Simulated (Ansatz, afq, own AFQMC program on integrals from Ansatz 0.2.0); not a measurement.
# AlH4 (doublet): quantum Monte Carlo beside coupled cluster at distance Al1–H4 along a hydrogen transfer = 1.586 Å, cc-pVTZ

Aim: compute AlH4 (doublet) with auxiliary-field quantum Monte Carlo on the same integrals as coupled cluster, and set the energies side by side.

Program: Ansatz 0.2.0, Gaussian basis, and an in-house AFQMC program (afq) on its integrals; all values are calculated. Level of theory: cc-pVTZ, frozen cores. These are calculated values, not measurements.

The runs, in order: PBE (unrestricted); r2SCAN (unrestricted); PBE0 (unrestricted); B3LYP (unrestricted); CCSD(T) on UHF; wB97M-V (unrestricted); B2PLYP (unrestricted); CCSDT(Q) on UHF; Phaseless AFQMC, CISD trial on UHF.

## 1. What is computed

The geometry derives from fragments relaxed apart (PBE0/def2-TZVP) and kept rigid, so it is no stationary point. A hydrogen atom is moved between rigid fragments.

5 atoms, charge 0, spin multiplicity 2.

Atoms are counted from 1 here; the program's logs count them from 0.

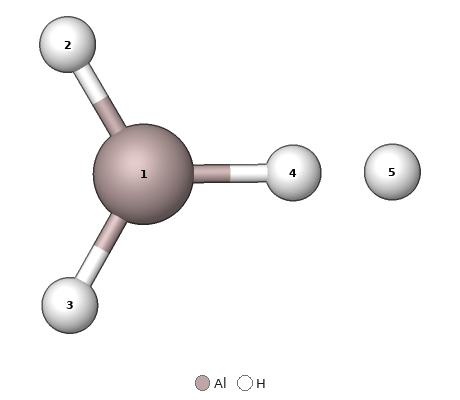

The structure; aluminium light grey, hydrogen white; atoms are numbered from 1 in the order of the file.

Geometry (Å):

```
atom     x (Å)     y (Å)    z (Å)
 Al1  -0.08574   0.00000  0.00000
  H2  -0.87866   1.37338  0.00000
  H3  -0.87866  -1.37338  0.00000
  H4   1.50011   0.00000  0.00000
  H5   2.55226   0.00000  0.00000
```

## 2. PBE (unrestricted)

in.yaml reads:

```yaml
crystal:
  periodic: [false, false, false]
  atoms:
    - {symbol: Al, position_ang: [-0.085736, 0.000000, 0.000000]}
    - {symbol: H, position_ang: [-0.878659, 1.373384, 0.000000]}
    - {symbol: H, position_ang: [-0.878659, -1.373384, 0.000000]}
    - {symbol: H, position_ang: [1.500112, 0.000000, 0.000000]}
    - {symbol: H, position_ang: [2.552264, 0.000000, 0.000000]}
basis:
  gaussian: {orbitals: cc-pVTZ}
magnetization: {spin_polarized: true, initial_magnetization: 1}
hamiltonian: {xc: {name: PBE}}
output: {orbitals: {seedname: orbitals}}
```

Run with:

```sh
ansatz run in.yaml --threads 1 --pin off --events-out ev --progress --plain --max-ram 8192MiB --backend cpu
```

Output:

```text
Functional definition: PBE
  name "PBE"
  cite "Perdew, Burke & Ernzerhof, Phys. Rev. Lett. 77, 3865 (1996) doi:10.1103/PhysRevLett.77.3865"
  parent pbe
  parameter kappa = 0.804
  parameter beta = 0.06672455060314922
  exchange = pbe_x(kappa = kappa, mu = beta*pi^2/3)
  correlation = pbe_c(beta = beta)
513 factors; their error is unknown
mean field evaluation 1: about -6653.4641 eV, gradient 1.2e1 eV
mean field evaluation 2: about -6654.3360 eV, gradient 5.9e0 eV
mean field evaluation 4: about -6654.6166 eV, gradient 2.0e-1 eV
mean field evaluation 8: about -6654.6088 eV, gradient 2.2e-2 eV
mean field evaluation 16: about -6652.4232 eV, gradient 7.2e0 eV
mean field -6654.60878010 eV, -244.5523620129 hartree, gradient 9.3e-6 eV, S^2 0.753880; 4 other end points of the search recorded, 0 dependent functions left out
reference -6654.60882276 eV, -244.5523635807 hartree; 9, 8 occupied and 81, 82 virtual orbitals, 513 factors
Total energy: -6654.60882276 eV, -244.5523635807 hartree
```

Wall time 2.7 s (1 thread of AMD EPYC 7R13 (Zen 3), shared host); peak memory 0.72 GiB.

From the report: ⟨S²⟩ of the determinant 0.754 (pure doublet: 0.75).

## 3. r2SCAN (unrestricted)

Changes to in.yaml since step 2:

```diff
@@ -11,3 +11,2 @@
 magnetization: {spin_polarized: true, initial_magnetization: 1}
-hamiltonian: {xc: {name: PBE}}
-output: {orbitals: {seedname: orbitals}}
+hamiltonian: {xc: {name: r2SCAN}}
```

The command is unchanged.

Output:

```text
Functional definition: r2SCAN
  name "r2SCAN"
  cite "Furness, Kaplan, Ning, Perdew & Sun, J. Phys. Chem. Lett. 11, 8208 (2020) doi:10.1021/acs.jpclett.0c02405"
  cite "Furness, Kaplan, Ning, Perdew & Sun, J. Phys. Chem. Lett. 11, 9248 (2020) doi:10.1021/acs.jpclett.0c03077"
  parent r2scan
  parameter k0 = 0.174
  parameter k1 = 0.065
  parameter a1 = 4.9479
  exchange = r2scan_x(k0 = k0, k1 = k1, a1 = a1)
  correlation = r2scan_c
513 factors; their error is unknown
mean field evaluation 1: about -6657.1060 eV, gradient 9.6e0 eV
mean field evaluation 2: about -6657.7711 eV, gradient 3.7e0 eV
mean field evaluation 4: about -6657.8734 eV, gradient 2.5e-1 eV
mean field evaluation 8: about -6657.8657 eV, gradient 5.3e-3 eV
mean field evaluation 16: about -6655.5704 eV, gradient 7.3e0 eV
mean field -6657.86567275 eV, -244.6720506100 hartree, gradient 3.7e-5 eV, S^2 0.757984; 4 other end points of the search recorded, 0 dependent functions left out
reference -6657.86568907 eV, -244.6720512099 hartree; 9, 8 occupied and 81, 82 virtual orbitals, 513 factors
Total energy: -6657.86568907 eV, -244.6720512099 hartree
```

It took 6 s on 1 thread of AMD EPYC 7R13 (Zen 3), shared host; peak memory 0.72 GiB.

From the report: ⟨S²⟩ of the determinant 0.758 (pure doublet: 0.75).

## 4. PBE0 (unrestricted)

Changes to in.yaml since step 3:

```diff
@@ -11,2 +11,3 @@
 magnetization: {spin_polarized: true, initial_magnetization: 1}
-hamiltonian: {xc: {name: r2SCAN}}
+hamiltonian: {xc: {name: PBE0}}
+output: {orbitals: {seedname: orbitals}}
```

The command is unchanged.

Output:

```text
Functional definition: PBE0
  name "PBE0"
  cite "Adamo & Barone, J. Chem. Phys. 110, 6158 (1999) doi:10.1063/1.478522"
  cite "Perdew, Burke & Ernzerhof, Phys. Rev. Lett. 77, 3865 (1996) doi:10.1103/PhysRevLett.77.3865"
  parent pbe
  parameter a = 0.25
  parameter kappa = 0.804
  parameter beta = 0.06672455060314922
  exchange = (1 - a)*pbe_x(kappa = kappa, mu = beta*pi^2/3) + a*exact_x
  correlation = pbe_c(beta = beta)
525 factors; their error is unknown
mean field evaluation 1: about -6654.8431 eV, gradient 7.7e0 eV
mean field evaluation 2: about -6655.2932 eV, gradient 2.3e0 eV
mean field evaluation 4: about -6655.3351 eV, gradient 2.2e-1 eV
mean field evaluation 8: about -6655.3522 eV, gradient 1.4e-2 eV
mean field evaluation 16: about -6654.3389 eV, gradient 4.9e0 eV
mean field -6655.35216881 eV, -244.5796810441 hartree, gradient 2.4e-5 eV, S^2 0.756663; 1 other end points of the search recorded, 0 dependent functions left out
reference -6655.35220090 eV, -244.5796822233 hartree; 9, 8 occupied and 81, 82 virtual orbitals, 525 factors
Total energy: -6655.35220090 eV, -244.5796822233 hartree
```

Wall time 1.9 s (1 thread of AMD EPYC 7R13 (Zen 3), shared host); peak memory 0.72 GiB.

From the report: ⟨S²⟩ of the determinant 0.757 (pure doublet: 0.75).

## 5. B3LYP (unrestricted)

Changes to in.yaml since step 4:

```diff
@@ -11,3 +11,2 @@
 magnetization: {spin_polarized: true, initial_magnetization: 1}
-hamiltonian: {xc: {name: PBE0}}
-output: {orbitals: {seedname: orbitals}}
+hamiltonian: {xc: {name: B3LYP}}
```

Same command.

Output (excerpt; [...] marks lines left out):

```text
Functional definition: B3LYP
  name "B3LYP"
  cite "Stephens, Devlin, Chabalowski & Frisch, J. Phys. Chem. 98, 11623 (1994) doi:10.1021/j100096a001"
  cite "Becke, Phys. Rev. A 38, 3098 (1988) doi:10.1103/PhysRevA.38.3098"
  cite "Lee, Yang & Parr, Phys. Rev. B 37, 785 (1988) doi:10.1103/PhysRevB.37.785"
  cite "Vosko, Wilk & Nusair, Can. J. Phys. 58, 1200 (1980) doi:10.1139/p80-159"
[...]
525 factors; their error is unknown
[...]
mean field -6659.59395972 eV, -244.7355639848 hartree, gradient 5.0e-5 eV, S^2 0.755183; 1 other end points of the search recorded, 0 dependent functions left out
reference -6659.59420473 eV, -244.7355729887 hartree; 9, 8 occupied and 81, 82 virtual orbitals, 525 factors
Total energy: -6659.59420473 eV, -244.7355729887 hartree
```

It took 1.8 s on 1 thread of AMD EPYC 7R13 (Zen 3), shared host; peak memory 0.72 GiB.

From the report: ⟨S²⟩ of the determinant 0.755 (pure doublet: 0.75).

## 6. CCSD(T) on UHF

Changes to in.yaml since step 5:

```diff
@@ -11,2 +11,2 @@
 magnetization: {spin_polarized: true, initial_magnetization: 1}
-hamiltonian: {xc: {name: B3LYP}}
+correlation: {method: ccsd_t, electrons: outside_noble_gas, hamiltonian_folder: ham}
```

Run with:

```sh
ansatz run in.yaml --threads 1 --pin off --events-out ev --progress --plain --max-ram 24576MiB --backend cuda --devices 0, --max-vram 18GiB
```

Output (excerpt; [...] marks lines left out):

```text
Functional definition: HF
  name "HF"
  cite "Fock, Z. Phys. 61, 126 (1930) doi:10.1007/BF01340294"
  parent pbe
[...]
515 factors; integrals over basis functions are off by at most 1.7e-3 eV
[...]
mean field -6642.83904349 eV, -244.1198321701 hartree, gradient 3.8e-6 eV, S^2 0.768882; 1 other end points of the search recorded, 0 dependent functions left out
determinant -6642.83904349 eV, -244.1198321701 hartree, with singles and doubles -6646.55789499 eV, -244.2564974423 hartree
determinant -6640.76804991 eV, -244.0437245600 hartree, with singles and doubles -6644.91726063 eV, -244.1962052415 hartree
5 core orbitals not correlated: weight in the atoms' cores, before any rotation towards them, 1.000 or more for the frozen orbitals, at most 0.000 for the correlated occupied ones
reference -6642.83904349 eV, -244.1198321701 hartree; 4, 3 occupied and 81, 82 virtual orbitals, 515 factors
second order -2.85218836 eV of doubles, -0.00000000 eV of singles
cycle   1  -3.58260427 eV  change   -3.0e-1 eV  update   2.0e-2
[...]
cycle   9  -3.59437430 eV  change    3.6e-7 eV  update   4.8e-6
perturbative correction -0.06273005 eV, -0.0023052867 hartree
Total energy: -6646.49614783 eV, -244.2542282758 hartree
```

Run time: 19 s. Hardware: 1 × NVIDIA H100 80GB HBM3 with 1 thread of AMD EPYC 7R13 (Zen 3), shared host; peak host memory 0.79 GiB.

From the report: ⟨S²⟩ of the determinant 0.769 (pure doublet: 0.75); correlation -3.6571 eV; T1 0.016; largest double amplitude 0.03.

This run also writes the integrals to the folder ham.

## 7. wB97M-V (unrestricted)

Changes to in.yaml since step 6:

```diff
@@ -11,2 +11,3 @@
 magnetization: {spin_polarized: true, initial_magnetization: 1}
-correlation: {method: ccsd_t, electrons: outside_noble_gas, hamiltonian_folder: ham}
+hamiltonian: {xc: {name: wB97M-V}}
+output: {orbitals: {seedname: orbitals}}
```

Run with:

```sh
ansatz run in.yaml --threads 1 --pin off --events-out ev --progress --plain --max-ram 8192MiB --backend cpu
```

Output (excerpt; [...] marks lines left out):

```text
Functional definition: wB97M-V
  name "wB97M-V"
  cite "Mardirossian & Head-Gordon, J. Chem. Phys. 144, 214110 (2016) doi:10.1063/1.4952647"
  cite "Becke, J. Chem. Phys. 107, 8554 (1997) doi:10.1063/1.475007"
  cite "Vydrov & Van Voorhis, J. Chem. Phys. 133, 244103 (2010) doi:10.1063/1.3521275"
  # Of w^i u^j: cxij and so on, Table III.
[...]
  gx(w, u) = 1 - cx + cx01*u + cx10*w
  gss(w, u) = css00 + css04*u^4 + css10*w + css20*w^2 + css43*w^4*u^3
  gos(w, u) = cos00 + cos10*w + (cos20 + cos21*u)*w^2 + (cos60 + cos61*u)*w^6
[...]
      + integral(e_c_pw_mod_opposite_spin*gos(b97_w_opposite, b97_u_opposite)) + vv10(b, c)
513 factors; their error is unknown
147 factors; integrals over basis functions are off by at most 2.9e-5 eV
[...]
mean field -6657.54871729 eV, -244.6604027117 hartree, gradient 5.4e-5 eV, S^2 0.754295; 1 other end points of the search recorded, 0 dependent functions left out
reference -6657.54876621 eV, -244.6604045097 hartree; 9, 8 occupied and 81, 82 virtual orbitals, 513 factors
Total energy: -6657.54876621 eV, -244.6604045097 hartree
```

Wall time 6 s (1 thread of AMD EPYC 7R13 (Zen 3), shared host); peak memory 0.72 GiB.

From the report: ⟨S²⟩ of the determinant 0.754 (pure doublet: 0.75).

## 8. B2PLYP (unrestricted)

Changes to in.yaml since step 7:

```diff
@@ -11,3 +11,3 @@
 magnetization: {spin_polarized: true, initial_magnetization: 1}
-hamiltonian: {xc: {name: wB97M-V}}
-output: {orbitals: {seedname: orbitals}}
+hamiltonian: {xc: {name: B2PLYP}}
+correlation: {electrons: outside_noble_gas}
```

Same command.

Output (excerpt; [...] marks lines left out):

```text
Functional definition: B2PLYP
  name "B2PLYP"
  cite "Grimme, J. Chem. Phys. 124, 034108 (2006) doi:10.1063/1.2148954"
  cite "Becke, Phys. Rev. A 38, 3098 (1988) doi:10.1103/PhysRevA.38.3098"
  cite "Lee, Yang & Parr, Phys. Rev. B 37, 785 (1988) doi:10.1103/PhysRevB.37.785"
[...]
515 factors; integrals over basis functions are off by at most 1.7e-3 eV
[...]
mean field -6654.28761568 eV, -244.5405594381 hartree, gradient 8.8e-6 eV, S^2 0.760181; 0 other end points of the search recorded, 0 dependent functions left out
5 core orbitals not correlated: weight in the atoms' cores, before any rotation towards them, 1.000 or more for the frozen orbitals, at most 0.000 for the correlated occupied ones
reference -6654.28777069 eV, -244.5405651347 hartree; 4, 3 occupied and 81, 82 virtual orbitals, 515 factors
second order -3.55693975 eV of doubles, -0.00000000 eV of singles
Total energy: -6655.24814443 eV, -244.5758582184 hartree
```

It took 2.1 s on 1 thread of AMD EPYC 7R13 (Zen 3), shared host; peak memory 0.72 GiB.

From the report: ⟨S²⟩ of the determinant 0.760 (pure doublet: 0.75).

## 9. CCSDT(Q) on UHF

Changes to in.yaml since step 8:

```diff
@@ -11,3 +11,2 @@
 magnetization: {spin_polarized: true, initial_magnetization: 1}
-hamiltonian: {xc: {name: B2PLYP}}
-correlation: {electrons: outside_noble_gas}
+correlation: {method: ccsdt_q, electrons: outside_noble_gas}
```

Run with:

```sh
ansatz run in.yaml --threads 1 --pin off --events-out ev --progress --plain --max-ram 24576MiB --backend cuda --devices 0, --max-vram 18GiB
```

Output (excerpt; [...] marks lines left out):

```text
Functional definition: HF
  name "HF"
  cite "Fock, Z. Phys. 61, 126 (1930) doi:10.1007/BF01340294"
  parent pbe
[...]
1079 factors; integrals over basis functions are off by at most 2.4e-7 eV
[...]
mean field -6642.83905004 eV, -244.1198324108 hartree, gradient 3.2e-6 eV, S^2 0.768882; 1 other end points of the search recorded, 0 dependent functions left out
determinant -6642.83905004 eV, -244.1198324108 hartree, with singles and doubles -6646.55791153 eV, -244.2564980498 hartree
determinant -6640.76806234 eV, -244.0437250168 hartree, with singles and doubles -6644.91728089 eV, -244.1962059860 hartree
5 core orbitals not correlated: weight in the atoms' cores, before any rotation towards them, 1.000 or more for the frozen orbitals, at most 0.000 for the correlated occupied ones
reference -6642.83905004 eV, -244.1198324108 hartree; 4, 3 occupied and 81, 82 virtual orbitals, 1079 factors
second order -2.85220371 eV of doubles, -0.00000000 eV of singles
cycle   1  -3.35467092 eV  change   -5.0e-1 eV  update   6.0e-2
[...]
cycle  16  -3.67487934 eV  change    2.1e-7 eV  update   2.3e-7
perturbative correction -0.00167375 eV, -0.0000615092 hartree
Total energy: -6646.51560313 eV, -244.2549432449 hartree
```

Run time: 17 s. Hardware: 1 × NVIDIA H100 80GB HBM3 with 1 thread of AMD EPYC 7R13 (Zen 3), shared host; peak host memory 0.81 GiB.

From the report: ⟨S²⟩ of the determinant 0.769 (pure doublet: 0.75); correlation -3.6766 eV; T1 0.017; largest double amplitude 0.04.

## 10. Phaseless AFQMC, CISD trial on UHF

It reads the integrals that the CCSD(T) run on this determinant wrote.

Run with:

```sh
afq ham --method phaseless --trial cisd --walkers 1900 --populations 20 --least-time 60 --time-step 0.005 --steps-per-block 50 --equilibration-blocks 28 --max-blocks 4000 --target-error 0.00016 --factor-cut 1e-05 --start spin_pure --seed 6090 --release-times 0.24,0.51,0.99,1.62,2.4 --release-step 0.03 --release-every 3 --taylor-order 6
```

Output:

```text
orbitals 85  electrons 4 3  factors 510 of 515
reference energy -244.11983217 Eh
CCSD correlation -0.13209090 Eh in 11 cycles, weight of the determinant in the CISD state 0.9202
energy of the start -244.251650 Eh
 block  time / (1/Eh)  mean weight  energy / Eh
     1     0.250  0.9998  -244.250896
     2     0.500  1.0002  -244.251339
     3     0.750  1.0002  -244.252014
     4     1.000  0.9996  -244.252570
     5     1.250  1.0001  -244.252924
     6     1.500  0.9999  -244.253200
     7     1.750  1.0000  -244.253438
     8     2.000  0.9998  -244.253754
     9     2.250  1.0000  -244.254038
    10     2.500  1.0001  -244.253956
    11     2.750  0.9997  -244.254259
    12     3.000  0.9999  -244.254148
    13     3.250  1.0007  -244.254272
    14     3.500  0.9996  -244.254361
    15     3.750  1.0000  -244.254507
    16     4.000  1.0003  -244.254673
    17     4.250  1.0000  -244.254582
    18     4.500  0.9999  -244.254824
    19     4.750  1.0000  -244.254606
    20     5.000  1.0003  -244.254675
    21     5.250  1.0002  -244.254561
    22     5.500  0.9998  -244.254999
    23     5.750  0.9999  -244.254897
    24     6.000  0.9999  -244.254897
    25     6.250  1.0000  -244.254773
    26     6.500  1.0002  -244.254825
    27     6.750  0.9995  -244.254617
    28     7.000  1.0002  -244.254336
    29     7.250  0.9998  -244.254507
    30     7.500  0.9999  -244.254529
    31     7.750  1.0003  -244.255081
    32     8.000  0.9999  -244.255100
    33     8.250  1.0002  -244.255376
    34     8.500  1.0000  -244.255209
    35     8.750  1.0000  -244.255006
    36     9.000  1.0002  -244.255013
    37     9.250  0.9999  -244.254916
    38     9.500  0.9997  -244.254705
    39     9.750  1.0003  -244.254687
    40    10.000  1.0002  -244.254603
    41    10.250  1.0001  -244.254656
    42    10.500  0.9996  -244.254427
    43    10.750  0.9997  -244.254649
    44    11.000  1.0001  -244.254618
    45    11.250  1.0000  -244.254962
    46    11.500  0.9997  -244.254945
    47    11.750  1.0002  -244.254607
    48    12.000  0.9998  -244.254752
    49    12.250  1.0003  -244.254871
    50    12.500  1.0001  -244.254676
    51    12.750  1.0000  -244.254546
    52    13.000  0.9998  -244.254727
    53    13.250  1.0003  -244.254619
    54    13.500  0.9999  -244.254583
    55    13.750  1.0003  -244.254465
    56    14.000  1.0005  -244.254649
    57    14.250  1.0002  -244.254791
    58    14.500  0.9997  -244.254597
    59    14.750  0.9998  -244.254641
    60    15.000  1.0001  -244.254577
    61    15.250  1.0002  -244.254755
    62    15.500  1.0001  -244.254727
    63    15.750  0.9999  -244.254529
    64    16.000  1.0000  -244.254635
    65    16.250  1.0003  -244.254594
    66    16.500  0.9999  -244.254593
    67    16.750  1.0000  -244.254689
    68    17.000  1.0003  -244.254890
    69    17.250  1.0001  -244.254780
    70    17.500  0.9997  -244.254922
    71    17.750  1.0000  -244.254700
    72    18.000  1.0001  -244.254597
    73    18.250  0.9998  -244.254452
    74    18.500  1.0002  -244.254512
    75    18.750  0.9997  -244.254630
    76    19.000  0.9999  -244.254661
    77    19.250  0.9999  -244.254233
    78    19.500  1.0001  -244.254308
error from the spread of 20 populations
released: time / (1/Eh)  energy / Eh  error  mean overlap
  0.24  -244.254770  0.000069  1.0021
  0.51  -244.254876  0.000070  0.9974
  0.99  -244.254937  0.000060  0.9862
  1.62  -244.254957  0.000058  0.9817
  2.40  -244.254939  0.000053  0.9748
energy -244.254706 +/- 0.000067 Eh
```

Run time: 68 s. Hardware: 1 × NVIDIA H100 80GB HBM3 with 2 threads of AMD EPYC 7R13 (Zen 3), shared host; peak host memory 1.6 GiB.

Energy -6646.5091 ± 0.0018 eV. Caveats: constraint bias not in the error.

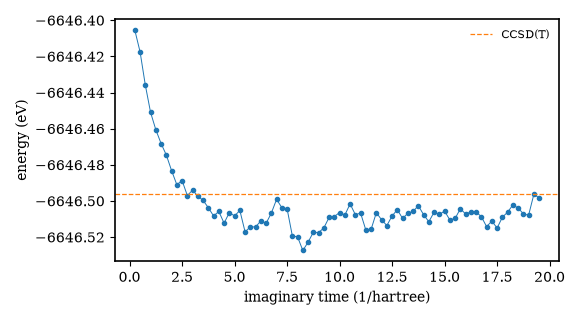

Block energies along the walk.

## 11. AFQMC on the ladder

On the UHF determinant, counted from CCSDT(Q) (a yardstick, not exact):

```
                                                level  energy (eV)  from CCSDT(Q) (kJ/mol)  statistical error (kJ/mol)  time
                                                   HF   -6642.8390                  +354.7                                  
                                                  MP2   -6645.6912                   +79.5                                  
                                                 CCSD   -6646.4334                    +7.9                                  
                                              CCSD(T)   -6646.4961                    +1.9                                  
                                             CCSDT(Q)   -6646.5156                     0.0                                  
Phaseless AFQMC, CISD trial, step 0.005, 1900 walkers   -6646.5091                    +0.6                         0.2  68 s
```

The functionals' totals stand on their own zeros and serve differences with other points: PBE -6654.609 eV; r2SCAN -6657.866 eV; PBE0 -6655.352 eV; B3LYP -6659.594 eV; wB97M-V -6657.549 eV; B2PLYP -6655.248 eV.

## 12. What came out

| quantity | value |
| --- | --- |
| CCSD(T) on UHF from CCSDT(Q) | +1.9 kJ/mol |
| Phaseless AFQMC, CISD trial on UHF from CCSDT(Q) | +0.6 ± 0.2 kJ/mol |

**Reading.** On UHF the phaseless walk with the CISD trial lies +0.6 kJ/mol from CCSDT(Q), 4 times its error bar. Error bars are statistical and leave out the constraint, the time step and what remains of the start.
